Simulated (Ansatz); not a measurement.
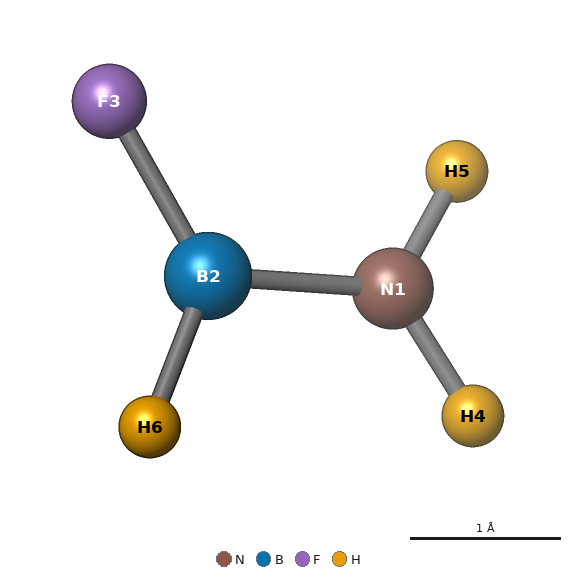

Simulated data, not a measurement (program: Ansatz).

Orthographic view. Atoms fade into the background with distance from the viewer. Geometry: moved along internal coordinates away from the minimum.

Write a MOL file (V2000) with the atoms in numerical order, bonds sorted by atom number with the orders drawn, and coordinates in the frame of the picture: x right, y up, z towards the viewer, origin at the mean position.

```
BFH3N
                    3D

  6  5  0  0  0  0  0  0  0  0999 V2000
    0.6300   -0.0600   -0.3200 N   0  0  0  0  0  0  0  0  0  0  0  0
   -0.6000    0.0300    0.3200 B   0  0  0  0  0  0  0  0  0  0  0  0
   -1.2600    1.1900    0.3200 F   0  0  0  0  0  0  0  0  0  0  0  0
    1.1600   -0.9100   -0.3500 H   0  0  0  0  0  0  0  0  0  0  0  0
    1.0600    0.7200   -0.7900 H   0  0  0  0  0  0  0  0  0  0  0  0
   -0.9900   -0.9800    0.8300 H   0  0  0  0  0  0  0  0  0  0  0  0
  1  2  1  0
  1  4  1  0
  1  5  1  0
  2  3  1  0
  2  6  1  0
M  END
```
